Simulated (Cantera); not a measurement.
A closed system holds: 1 mol Si, 0.11 mol CO2, 28 mol H2, 0.32 mol N2O, at 1 atm.

Equilibrium computed with Cantera from the NASA thermochemical tables; the gas is ideal and each condensed phase is pure. Candidate condensed phases: C, C6H6, C7H8, C8H18, H2O, Si, SiC, SiO2, Si2N2O, Si3N4; 151 gas species. Mutual solubility and eutectic melting of coexisting phases are not modelled. The tables hold silica as quartz up to 1696 K and as liquid above; real silica turns to tridymite and cristobalite and melts near 1996 K. Gases not in the tables: Si2H6 and higher silanes. Rates play no part.

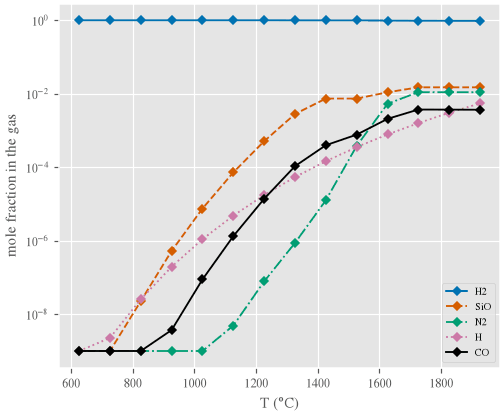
Fig. 1. Equilibrium gas composition (values under 1e-9 drawn at 1e-9)

From 627 °C to 1327 °C the condensed part is Si(s) + SiC(s) + SiO2(β-quartz) + Si2N2O(s). From 1427 °C to 1627 °C the condensed part is Si(l) + SiC(s) + Si2N2O(s). From 1727 °C to 1927 °C the condensed part is Si(l). The main Si-bearing gas is SiH4 at 627 °C and SiO at 1927 °C.
